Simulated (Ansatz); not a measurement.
**A hypothetical structure for Co2Ge2Bi**

Starting from a made-up structure for Co2Ge2Bi, the aim is the relaxed cell, its shortest contacts and, where a second run follows, its electronic structure.

Program: Ansatz 0.2.0. Level of theory: DFT, PBEsol, plane-wave PAW, files of the set soft_1, scalar-relativistic, ferromagnetic start, cell and ions relaxed at zero pressure; PAW set soft_1, in the first sound run; inputs show where later runs differ. Results are calculated unless marked as measured.

## (1) The starting structure

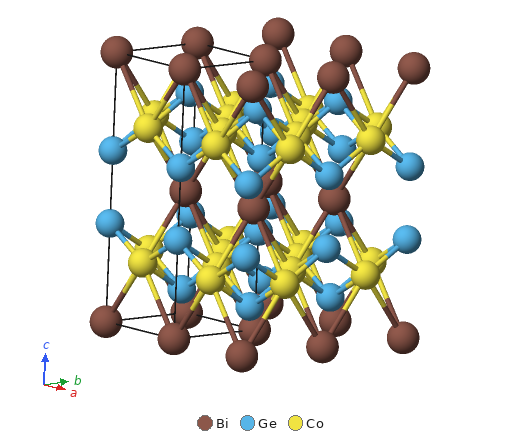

Start, viewed from a free direction; bismuth brown, germanium blue, cobalt yellow. 2×2×1 cells are drawn. This picture shows the conventional cell, with its axes. Some periodic images of atoms are drawn too.

Structure file:

```cif
data_structure
_symmetry_space_group_name_H-M 'P 1'
_symmetry_Int_Tables_number 1
_cell_length_a 5.7850
_cell_length_b 5.7850
_cell_length_c 5.7850
_cell_angle_alpha 140.496
_cell_angle_beta 140.496
_cell_angle_gamma 57.100
_cell_volume 77.69
loop_
_atom_site_label
_atom_site_type_symbol
_atom_site_fract_x
_atom_site_fract_y
_atom_site_fract_z
_atom_site_occupancy
Bi1 Bi 0.00000 0.00000 0.00000 1
Ge2 Ge 0.63520 0.63520 0.00000 1
Ge3 Ge 0.36480 0.36480 0.00000 1
Co4 Co 0.75000 0.25000 0.50000 1
Co5 Co 0.25000 0.75000 0.50000 1
```

## (2) Relaxing cell and atoms

The guessed cell has no reason to be at equilibrium. It is relaxed with the atoms, within the space group of the guess.

File input.yaml:

```yaml
crystal:
  lattice:
    - [-1.955, 1.955, 5.0815]
    - [1.955, -1.955, 5.0815]
    - [1.955, 1.955, -5.0815]
  atoms:
    - { symbol: Bi, position: [0.0, 0.0, 0.0] }
    - { symbol: Ge, position: [0.6352, 0.6352, 0.0] }
    - { symbol: Ge, position: [0.3648, 0.3648, 0.0] }
    - { symbol: Co, position: [0.75, 0.25, 0.5], spin: 2.0 }
    - { symbol: Co, position: [0.25, 0.75, 0.5], spin: 2.0 }
magnetization:
  spin_polarized: true
kpoints:
  mp_grid: { grid: [10, 10, 10] }
scf:
  occupations: { method: fermi_dirac, width: 0.05 }
hamiltonian:
  xc: pbesol
  pseudopotentials: { kind: paw, azcp: { folder: soft_1 }, xc_functional: pbe }
relax:
  f_tol: 0.015
  max_steps: 70
  cell: {}
output:
  forces: true
  stress: true
```

The run is started by

```
ansatz run input.yaml --threads 4 --pin off --max-ram 8192MiB --backend cpu --events-out ev --progress --plain --runs-dir out
```

Numbers of over 12 decimals in the logs are rounded to 6 here.

The log of the run:

```text
basis.fft_grid_basis auto: the FFT boxes are laid along the combinations [[1, 0, 1], [0, 1, 1], [0, 0, 1]] of the cell's own vectors, 3.910, 3.910 and 5.785 Å long. The dense box has 27×27×40 points. Along the cell's own vectors, as sized, it would have 40×40×40, 2.19 times as many. Of the 16 symmetry operations that the crystal satisfies within crystal.symmetry.tolerance (time reversal apart; of a slab, those that k [...]
Engine: ansatz 0.2.0, aarch64-unknown-linux-gnu
Pseudopotentials: kind: paw
Pseudopotential: Bi, paw, valence charge 15, recommended cutoff 420 eV (normal), soft_1/Bi.paw.azcp
Pseudopotential: Ge, paw, valence charge 14, recommended cutoff 420 eV (normal), soft_1/Ge.paw.azcp
Pseudopotential: Co, paw, valence charge 17, recommended cutoff 420 eV (normal), soft_1/Co.paw.azcp
Functional definition: PBEsol
  exchange = pbesol_x
  correlation = pbesol_c
Crystal: 5 atoms, lattice volume = 77.686 Å³
Basis set: ecut = 420 eV, 1549 PW (Γ), FFT grids on a1+a3, a2+a3, a3, exchange–correlation on 54×54×80 points (8 copies of the dense FFT grid, shifted against one another)
Bands: 49, of which v1, the nominal top of the filled ones, is band 39 counted from 1 (38 counted from 0)
Symmetry: 16 space group operations
Space group: I4/mmm (ITA 139), of the structure as read, at distance tolerance 4.3e-5 Å
Magnetic group: BNS 139.531 (UNI 1191), of the structure as read, at distance tolerance 4.3e-5 Å
k-points: 102 of 1000
Non-local potential: Bi, projectors of the file, l = 0: 2, l = 1: 2, l = 2: 2, l = 3: 1
Non-local potential: Ge, projectors of the file, l = 0: 2, l = 1: 2, l = 2: 3, l = 3: 1
Non-local potential: Co, projectors of the file, l = 0: 3, l = 1: 2, l = 2: 3, l = 3: 1
PAW form: soft (Blöchl's): semilocal exchange-correlation on the pseudo side does not see the compensation charge
PAW frozen core: Bi, regenerated for the run's functional, and the local potential with it (the file was generated under x = pbe(κ = 0.804, μ = 0.219515), c = pbe(β = 0.066725))
PAW frozen core: Ge, regenerated for the run's functional, and the local potential with it (the file was generated under x = pbe(κ = 0.804, μ = 0.219515), c = pbe(β = 0.066725))
PAW frozen core: Co, regenerated for the run's functional, and the local potential with it (the file was generated under x = pbe(κ = 0.804, μ = 0.219515), c = pbe(β = 0.066725))
PAW one-centre angular grid: Bi, 590 points (default); XC on 64 Gauss nodes
PAW one-centre angular grid: Ge, 590 points (default); XC on 64 Gauss nodes
PAW one-centre angular grid: Co, 590 points (default); XC on 64 Gauss nodes
Initial density: superposition of atomic densities (chi_scale 0.1, normalization cell)
Starting moments: Σ|m| = 4 μB on 2 of 5 sites
Initial wavefunctions: pseudopotential atomic-orbital guess
Functional: x = pbesol(κ = 0.804, μ = 0.123457), c = pbesol(β = 0.046)
SCF iter   1: F=—  HF=-30933.538267 eV  |F-HF|=—  |Δ(HF+E_count)|=         —  Δρ=3.49e-2 (↑3.09e-2 ↓3.49e-2)  dr2=4.22e0  dr2_m=4.34e-1  M=2.746 μB ∫|m|=3.258 μB  β_m=0.30  ethr=3.10e-3  ⟨swp⟩=6.6  Hψ=36443  notcnv=0  defer=15
Mixer restart at iter 1: flushing history
preconditioner: auto → Kerker (q_TF=auto, 2.724 Å⁻¹)  [metal: Δε(μ)=0.007 eV  Ē_g=18.113 eV  σ=0.050 eV  W_gap=0.03  n_scr=32 (ndim 8)  ℏωp=32.9 eV  f_vac=0.000  D(μ)=4.96/eV (n_scr^D=44)]
spin=Collinear: Kerker preconditioning applied to the charge; magnetization (m = ρ↑ − ρ↓) channel mixes plain (no charge-response kernel on spin).
SCF iter   2: F=—  HF=-30934.215023 eV  |F-HF|=—  |Δ(HF+E_count)|=   6.77e-1  Δρ=4.90e-2 (↑2.00e-2 ↓4.90e-2)  dr2=4.84e0  dr2_m=5.85e-1  M=2.412 μB ∫|m|=2.952 μB  β_m=0.65  ethr=3.10e-3  ⟨swp⟩=2.0  Hψ=12392  notcnv=0  defer=425
SCF iter   3: F=—  HF=-30936.251255 eV  |F-HF|=—  |Δ(HF+E_count)|=    2.04e0  Δρ=5.28e-2 (↑1.71e-2 ↓5.28e-2)  dr2=4.17e0  dr2_m=7.25e-1  M=1.906 μB ∫|m|=2.467 μB  β_m=0.12  ethr=3.10e-3  ⟨swp⟩=2.2  Hψ=12115  notcnv=0  defer=637
SCF iter   4: F=—  HF=-30936.667345 eV  |F-HF|=—  |Δ(HF+E_count)|=   4.16e-1  Δρ=3.10e-2 (↑3.10e-2 ↓2.73e-2)  dr2=1.84e0  dr2_m=4.83e-1  M=1.793 μB ∫|m|=2.330 μB  β_m=0.36  ethr=3.10e-3  ⟨swp⟩=2.0  Hψ=13122  notcnv=0  defer=673
SCF iter   5: F=—  HF=-30937.297878 eV  |F-HF|=—  |Δ(HF+E_count)|=   6.31e-1  Δρ=3.54e-2 (↑3.54e-2 ↓1.28e-2)  dr2=1.16e0  dr2_m=1.04e-1  M=0.794 μB ∫|m|=1.203 μB  β_m=0.82  ethr=2.38e-3  ⟨swp⟩=3.0  Hψ=15064  notcnv=0  defer=673
SCF iter   6: F=—  HF=-30937.247307 eV  |F-HF|=—  |Δ(HF+E_count)|=   5.06e-2  Δρ=2.15e-2 (↑2.15e-2 ↓1.57e-2)  dr2=9.39e-1  dr2_m=8.80e-3  M=0.319 μB ∫|m|=0.511 μB  β_m=0.83  ethr=1.51e-3  ⟨swp⟩=2.1  Hψ=12974  notcnv=0  defer=681
SCF iter   7: F=—  HF=-30937.154175 eV  |F-HF|=—  |Δ(HF+E_count)|=         —  Δρ=1.36e-2 (↑1.40e-3 ↓1.36e-2)  dr2=8.67e-2  dr2_m=3.22e-2  M=0.170 μB ∫|m|=0.280 μB  β_m=0.83  ethr=1.22e-3  ⟨swp⟩=2.2  Hψ=13704  notcnv=0  defer=681
Mixer restart at iter 7: flushing history
SCF iter   8: F=—  HF=-30937.191220 eV  |F-HF|=—  |Δ(HF+E_count)|=   3.70e-2  Δρ=9.72e-3 (↑9.72e-3 ↓2.81e-3)  dr2=6.50e-2  dr2_m=9.55e-3  M=0.129 μB ∫|m|=0.203 μB  β_m=0.75  ethr=1.13e-4  ⟨swp⟩=2.8  Hψ=20808  notcnv=0  defer=698
SCF iter   9: F=—  HF=-30937.173499 eV  |F-HF|=—  |Δ(HF+E_count)|=   1.77e-2  Δρ=9.61e-3 (↑2.84e-3 ↓9.61e-3)  dr2=8.26e-2  dr2_m=8.51e-3  M=0.098 μB ∫|m|=0.159 μB  β_m=0.70  ethr=8.44e-5  ⟨swp⟩=2.7  Hψ=19502  notcnv=0  defer=694
SCF iter  10: F=—  HF=-30937.163293 eV  |F-HF|=—  |Δ(HF+E_count)|=   1.02e-2  Δρ=1.70e-3 (↑1.70e-3 ↓1.09e-3)  dr2=2.62e-4  dr2_m=1.35e-3  M=0.056 μB ∫|m|=0.086 μB  β_m=0.85  ethr=8.44e-5  ⟨swp⟩=2.0  Hψ=14922  notcnv=0  defer=698
SCF iter  11: F=—  HF=-30937.164018 eV  |F-HF|=—  |Δ(HF+E_count)|=   7.26e-4  Δρ=2.21e-3 (↑2.21e-3 ↓8.17e-4)  dr2=4.89e-3  dr2_m=3.67e-4  M=0.035 μB ∫|m|=0.053 μB  β_m=0.85  ethr=3.41e-7  ⟨swp⟩=2.0  Hψ=18230  notcnv=0  defer=698
SCF iter  12: F=—  HF=-30937.163839 eV  |F-HF|=—  |Δ(HF+E_count)|=   1.79e-4  Δρ=9.69e-4 (↑9.69e-4 ↓4.86e-4)  dr2=1.46e-3  dr2_m=4.47e-5  M=0.018 μB ∫|m|=0.026 μB  β_m=0.74  ethr=3.41e-7  ⟨swp⟩=2.0  Hψ=17415  notcnv=0  defer=698
SCF iter  13: F=—  HF=-30937.163500 eV  |F-HF|=—  |Δ(HF+E_count)|=   3.39e-4  Δρ=2.19e-4 (↑2.19e-4 ↓9.19e-5)  dr2=1.37e-5  dr2_m=1.66e-5  M=0.009 μB ∫|m|=0.014 μB  β_m=0.87  ethr=3.41e-7  ⟨swp⟩=2.0  Hψ=17884  notcnv=0  defer=698
SCF iter  14: F=—  HF=-30937.163498 eV  |F-HF|=—  |Δ(HF+E_count)|=   1.77e-6  Δρ=4.60e-5 (↑9.52e-6 ↓4.60e-5)  dr2=1.24e-6  dr2_m=3.79e-7  M=0.002 μB ∫|m|=0.002 μB  β_m=0.82  ethr=1.78e-8  ⟨swp⟩=2.0  Hψ=16895  notcnv=0  defer=698
[...]
SCF 3 converged in 12 iterations: F = -30937.381008 eV  dr2 = 2.38e-7
relax step   3: F+E_penalty+E_count = -30937.38100845 eV  Δ(F+E_penalty+E_count) = -6.752e-2 eV  max|allowed force component| = 3.160e-1 eV/Å  Δτ_max = 0.0546 Å  P = +1.229 GPa  Ω = 79.147 Å³  energy of the carried Pulay correction = -7.110e-4 eV  (12 SCF iters, dr2 threshold 5.00e-7 eV, accepted)
[...]
relax step   4: F+E_penalty+E_count = -30937.38904774 eV  Δ(F+E_penalty+E_count) = -8.039e-3 eV  max|allowed force component| = 9.059e-2 eV/Å  Δτ_max = 0.0278 Å  P = -0.066 GPa  Ω = 80.154 Å³  energy of the carried Pulay correction = -1.194e-3 eV  (9 SCF iters, dr2 threshold 5.00e-7 eV, accepted)
[...]
relax step   5: F+E_penalty+E_count = -30937.39029806 eV  Δ(F+E_penalty+E_count) = -1.250e-3 eV  max|allowed force component| = 1.493e-2 eV/Å  Δτ_max = 0.0038 Å  P = +0.001 GPa  Ω = 80.047 Å³  energy of the carried Pulay correction = -1.142e-3 eV  (7 SCF iters, dr2 threshold 5.00e-7 eV, accepted)
[...]
relax step   6: F+E_penalty+E_count = -30937.39280650 eV  Δ(F+E_penalty+E_count) = -2.508e-3 eV  max|allowed force component| = 1.385e-2 eV/Å  Δτ_max = 0.0000 Å  P = +0.028 GPa  Ω = 80.047 Å³  stress off target by 5.31e-2 GPa  SCF on the basis re-selected at this cell (its energy is not comparable with the rows above)  (11 SCF iters)
[...]
relax step   7: F+E_penalty+E_count = -30937.39281708 eV  Δ(F+E_penalty+E_count) = -1.058e-5 eV  max|allowed force component| = 1.624e-3 eV/Å  Δτ_max = 0.0008 Å  P = -0.014 GPa  Ω = 80.061 Å³  energy of the carried Pulay correction = -7.406e-6 eV  (9 SCF iters, dr2 threshold 7.05e-9 eV, accepted)
iter 1 solved again at ethr=3.19e-8 eV; its pass at ethr=3.10e-3 eV (dr2=2.46e-5 eV) is discarded
SCF iter   1: F=—  HF=-30937.392817 eV  |F-HF|=—  |Δ(HF+E_count)|=         —  Δρ=7.69e-7 (↑7.69e-7 ↓5.13e-7)  dr2=8.52e-10  dr2_m=2.11e-11  M=-0.000 μB ∫|m|=0.000 μB  β_m=0.65  ethr=3.19e-8  ⟨swp⟩=3.4  Hψ=66141  notcnv=0
eigensolver tolerance schedule: the retry pair's looser diagonalisation over-reported the residual by 28846.46 of it (diagonalisation noise at 0.42 of the residual, at the tolerance the schedule requests for it); recorded, not acted on — ethr = c·dr2/N_el stays at c = 1.0e-1
preconditioner: auto → Kerker (q_TF=auto, 2.482 Å⁻¹)  [metal: Δε(μ)=0.026 eV  Ē_g=18.227 eV  σ=0.050 eV  W_gap=0.13  n_scr=14 (ndim 8)  ℏωp=32.4 eV  f_vac=0.000  D(μ)=3.07/eV (n_scr^D=30)]
spin=Collinear: Kerker preconditioning applied to the charge; magnetization (m = ρ↑ − ρ↓) channel mixes plain (no charge-response kernel on spin).
SCF iter   2: F=—  HF=-30937.392822 eV  |F-HF|=—  |Δ(HF+E_count)|=   5.04e-6  Δρ=3.22e-7 (↑1.87e-7 ↓3.22e-7)  dr2=5.51e-11  dr2_m=1.07e-11  M=-0.000 μB ∫|m|=0.000 μB  β_m=0.48  ethr=1.11e-12  ⟨swp⟩=3.0  Hψ=22296  notcnv=0
SCF iter   3: F=—  HF=-30937.392822 eV  |F-HF|=—  |Δ(HF+E_count)|=  7.28e-12  Δρ=3.03e-7 (↑3.03e-7 ↓1.10e-7)  dr2=5.00e-11  dr2_m=2.01e-11  M=-0.000 μB ∫|m|=0.000 μB  β_m=0.53  ethr=1.00e-12  ⟨swp⟩=2.0  Hψ=11829  notcnv=0
SCF iter   4: F=—  HF=-30937.392822 eV  |F-HF|=—  |Δ(HF+E_count)|=  1.46e-11  Δρ=1.77e-7 (↑5.48e-8 ↓1.77e-7)  dr2=9.90e-12  dr2_m=8.71e-12  M=-0.000 μB ∫|m|=0.000 μB  β_m=0.76  ethr=1.00e-12  ⟨swp⟩=1.0  Hψ=9996  notcnv=0
SCF iter   5: F=—  HF=-30937.392822 eV  |F-HF|=—  |Δ(HF+E_count)|=  1.09e-11  Δρ=1.29e-7 (↑3.40e-8 ↓1.29e-7)  dr2=1.49e-11  dr2_m=3.01e-12  M=-0.000 μB ∫|m|=0.000 μB  β_m=0.88  ethr=1.00e-12  ⟨swp⟩=1.0  Hψ=9996  notcnv=0
SCF iter   6: F=—  HF=-30937.392822 eV  |F-HF|=—  |Δ(HF+E_count)|=  2.55e-11  Δρ=5.64e-8 (↑2.89e-8 ↓5.64e-8)  dr2=7.68e-12  dr2_m=3.31e-13  M=-0.000 μB ∫|m|=0.000 μB  β_m=0.94  ethr=1.00e-12  ⟨swp⟩=1.0  Hψ=9996  notcnv=0
SCF iter   7: F=-30937.392822 eV  HF=-30937.392822 eV  |F-HF|=7.28e-12  |Δ(HF+E_count)|=  7.28e-12  Δρ=3.97e-8 (↑3.60e-8 ↓3.97e-8)  dr2=5.76e-12  dr2_m=3.68e-15  M=-0.000 μB ∫|m|=0.000 μB  ethr=1.00e-12  ⟨swp⟩=2.1  Hψ=27185  notcnv=0
the starting moments were not kept: the SCF closed with an absolute magnetisation of 3.1e-7 μB, where they sum to 4 μB in size (2 sites). That is at most 0.1 of that sum. Measured as dr2_m measures the in/out step, that magnetisation stands 8.1e-14 eV from none, at or under the dr2_threshold of 5.0e-11 eV: it is no larger than a step whose dr2_m would equal this threshold.
SCF 8 converged in 7 iterations: F = -30937.392822 eV  dr2 = 5.76e-12
relax step   8: F+E_penalty+E_count = -30937.39282198 eV  Δ(F+E_penalty+E_count) = -4.900e-6 eV  max|allowed force component| = 1.622e-3 eV/Å  Δτ_max = 0.0000 Å  P = -0.014 GPa  Ω = 80.061 Å³  stress off target by 1.53e-2 GPa  SCF on the basis re-selected at this cell (its energy is not comparable with the rows above)  (7 SCF iters)
basis re-selected at this cell: Δ(F+E_penalty+E_count) = -4.900e-6 eV, ΔP = -0.000 GPa vs the last step (what re-selecting the basis moved, of the pressure what is left beyond the Pulay correction that the steps carried, after the strain that the cell walked since its last selection, with what the two solves' SCF thresholds leave and, on support functions, any second-order correction that the steps lacked; it is no m [...]
SCF converged after 7 iterations
Magnetization: -0.0000 μB (38.5000 up, 38.5000 down)
Absolute magnetization: 0.0000 μB (∫|ρ↑−ρ↓|, with the PAW one-centre terms)
Spin contamination: 0.0000 ħ² per cell (⟨S²⟩ above its minimum at these occupations)
Per-site moments (μB) at R_I (Å): [(-1.058336479239925e-9, 1.293979), (7.267790143191235e-9, 0.963716), (7.267790170291832e-9, 0.963716), (-1.2474570185752056e-7, 0.963716), (-1.2474570188213696e-7, 0.963716)]
Free energy (F): -30937.392822 eV
Harris-Foulkes:  -30937.392822 eV  (|F-HF|=7.28e-12)
Internal energy: -30937.366812 eV  (E = F + TS)
E sigma→0 (E₀):  -30937.379817 eV
Entropy (-TS):   -0.026010 eV (-5.202 meV/atom)
Fermi energy:    14.931470 eV
--- Per-component energies (eV) ---
  E_band       = -748.705446
  E_kinetic    = 1035.439866
  E_local      = -11557.563198  (includes V_loc(G=0)·N_el)
  E_nonlocal   = 1734.382571
  E_hartree    = 5274.821762
  E_xc         = -479.890529
  E_vxc        = -503.123132  (∫ρ·V_xc dr)
  E_paw        = -17543.025373  (= ΣΔE_a)
  E_vpaw       = -2007.485503  (= ΣTr[D̂ρ^β])
  E_aug_tail   = 0.000190  (compensation charges beyond the density's cutoff)
  E_ewald      = -9403.834612
  E_core_change = 2.302509  (= ΣΔE_core)
  E_smearing   = -0.026010  (= −TS)
  E_closure    = 0.000000  (closes the sum)
  Σ components = -30937.392822   (vs F -30937.392822, Δ=0.00e0)
--- Forces (eV/Å), atoms counted from 1 ---
  atom   1  Bi    -0.00000000     0.00000000    -0.00000000
  atom   2  Ge     0.00000000     0.00000000     0.00162172
  atom   3  Ge     0.00000000     0.00000000    -0.00162172
  atom   4  Co    -0.00000000     0.00000000     0.00000000
  atom   5  Co     0.00000000     0.00000000     0.00000000
  max |Σ_I F_I| component: 3.47e-18 eV/Å
--- Stress (GPa, compression-positive) ---
       -0.013385      -0.000000       0.000000
       -0.000000      -0.013385       0.000000
        0.000000      -0.000000      -0.015286
  P = ⅓ Tr σ = -0.0140 GPa (-0.140 kbar)
--- Relaxed structure (6 steps of the walk, 6 accepted, 2 SCFs on fresh bases) ---
  F+E_penalty+E_count = -30937.39282198 eV   max|allowed force component| = 1.622e-3 eV/Å   (the final SCF, on the basis selected at the relaxed cell)
  cell:  # Å, volume = 80.0609 Å³
    - [-2.054795, 2.054795, 4.740493]
    - [2.054795, -2.054795, 4.740493]
    - [2.054795, 2.054795, -4.740493]
  atoms:
    - { symbol: Bi, position: [2.7310415837478044e-19, 2.7310415837477644e-19, 0] }
    - { symbol: Ge, position: [0.632737, 0.632737, 0] }
    - { symbol: Ge, position: [0.367263, 0.367263, 0] }
    - { symbol: Co, position: [0.75, 0.25, 0.5] }
    - { symbol: Co, position: [0.25, 0.75, 0.5] }
```

Wall time 2 min (4 threads of Arm Neoverse V2, shared host); peak memory 0.82 GiB; 7.7 min of CPU time.

Step by step:

```tsv
step	energy less that of the first step (eV)	largest force component (eV/Å)	pressure (GPa)	volume (Å³)
1	0.0000	0.6467	6.85	77.69
2	-0.1500	0.4808	1.22	80.23
3	-0.2175	0.3160	1.23	79.15
4	-0.2255	0.0906	-0.07	80.15
5	-0.2268	0.0149	0.00	80.05
6*	-0.2293	0.0139	0.03	80.05
7	-0.2293	0.0016	-0.01	80.06
8*	-0.2293	0.0016	-0.01	80.06
```

Relaxation steps marked * repeat the geometry before them on a plane-wave basis chosen anew for their cell, so energy and pressure can jump there.

Forces are held to the 16 operations that the run works with; a distortion that breaks them can't arise in this run.

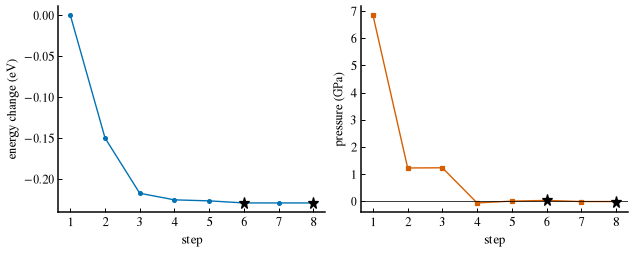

Energy and pressure along the relaxation. Stars mark steps on a basis chosen anew.

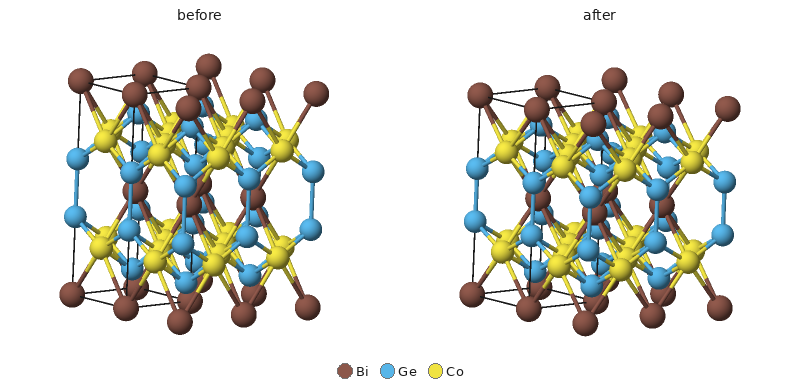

The structure before and after the relaxation, drawn at the same scale.

```tsv
conventional cell, symmetrised	before	after	change
a (Å)	3.910	4.110	+5.1 %
b (Å)	3.910	4.110	+5.1 %
c (Å)	10.163	9.481	-6.7 %
volume (Å³/atom)	15.54	16.01	+3.1 %
```

The atoms that moved most (Å, as changes of fractional coordinates times the final cell):

```tsv
atom	dx	dy	dz	length
Ge3	0.000	0.000	0.023	0.023
Ge2	0.000	0.000	-0.023	0.023
```

Final coordinates:

```xyz
5
Lattice="-2.0548 2.0548 4.7405 2.0548 -2.0548 4.7405 2.0548 2.0548 -4.7405" Properties=species:S:1:pos:R:3 pbc="T T T"
Bi    0.0000    0.0000    0.0000
Ge    0.0000    0.0000    5.9990
Ge    0.0000    0.0000    3.4820
Co    0.0000    2.0548    2.3702
Co    2.0548    0.0000    2.3702
```

Numbers from this step:

- free energy: -30937.3928 eV
- energy at zero smearing: -30937.3798 eV
- smearing term TS: 0.02601 eV
- Fermi energy: 14.93 eV
- electrons: 77
- symmetry operations: 16
- pressure: -0.01402 GPa

Shortest distances by pair of elements, guess and relaxed (not always the same contact):

```tsv
pair	guess (Å)	relaxed (Å)
Co–Ge	2.277	2.336
Ge–Ge	2.748	2.517
Co–Co	2.765	2.906
Bi–Co	3.206	3.137
Bi–Ge	3.087	3.167
```

The relaxation ends with a largest force component of 0.0016 eV/Å and a pressure of -0.01 GPa. No moment survives the cycle: this start ends non-magnetic.

[end of part 1 of 2]

[Logs are printed without paths, hosts, clocks, repeated set-up lines and the standing remarks that a program may print on its own settings, such as how far it seeks lower states.]

[Hosts, paths, dates, database ids (printed as entryN), source tags and the programs' standing remarks are cut or masked in the printed files.]
